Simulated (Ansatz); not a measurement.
# ClGeH7Si2: the cost of one run

Method: RKS BLYP-D4/def2-SVP, in Ansatz 0.2.0.

## 1. The starting structure

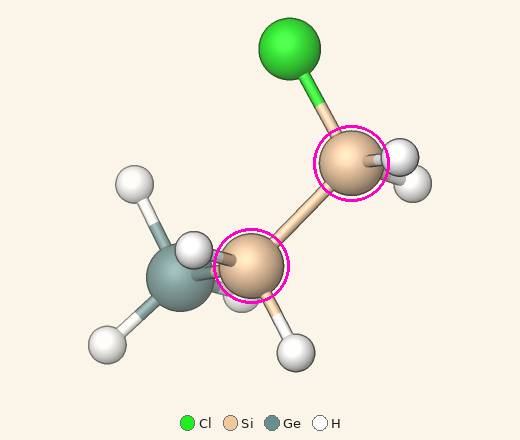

Start, viewed from a free direction; chlorine green, silicon light orange, germanium teal, hydrogen white. Ringed: Si2, Si3.

Structure file:

```xyz
11

Cl   -2.1620    1.7477    0.5190
Si   -0.1352    1.7051    0.7365
Si    0.4905   -0.4242    0.7191
Ge   -0.0442   -1.3956   -1.2640
H     0.5162    2.4095   -0.3951
H     0.2502    2.3519    2.0094
H     2.0127   -0.4902    0.8708
H    -0.0722   -1.1175    1.8476
H    -1.6556   -1.3007   -1.3563
H     0.5518   -0.6515   -2.4153
H     0.3133   -2.8915   -1.2510
```

## 2. End point A

The input, input.yaml:

```yaml
crystal:
  periodic: [false, false, false]
  atoms:
    - { symbol: Cl, position_ang: [-2.162, 1.7477, 0.519] }
    - { symbol: Si, position_ang: [-0.1352, 1.7051, 0.7365] }
    - { symbol: Si, position_ang: [0.4905, -0.4242, 0.7191] }
    - { symbol: Ge, position_ang: [-0.0442, -1.3956, -1.264] }
    - { symbol: H, position_ang: [0.5162, 2.4095, -0.3951] }
    - { symbol: H, position_ang: [0.2502, 2.3519, 2.0094] }
    - { symbol: H, position_ang: [2.0127, -0.4902, 0.8708] }
    - { symbol: H, position_ang: [-0.0722, -1.1175, 1.8476] }
    - { symbol: H, position_ang: [-1.6556, -1.3007, -1.3563] }
    - { symbol: H, position_ang: [0.5518, -0.6515, -2.4153] }
    - { symbol: H, position_ang: [0.3133, -2.8915, -1.251] }
basis:
  gaussian: { orbitals: def2-SVP }
hamiltonian:
  xc: blyp
  dispersion: d4
relax:
  f_tol: 0.015
  max_steps: 40
```

Launch:

```console
ansatz run input.yaml --threads 2 --pin off --max-ram 3072MiB --backend cpu --events-out ev --progress --plain --runs-dir out
```

**Question.** How long does this run take on 2 threads of Intel Xeon 6975P-C (Granite Rapids), shared host, and how much memory does it need?

About 18 s, with a peak of 0.19 GiB.
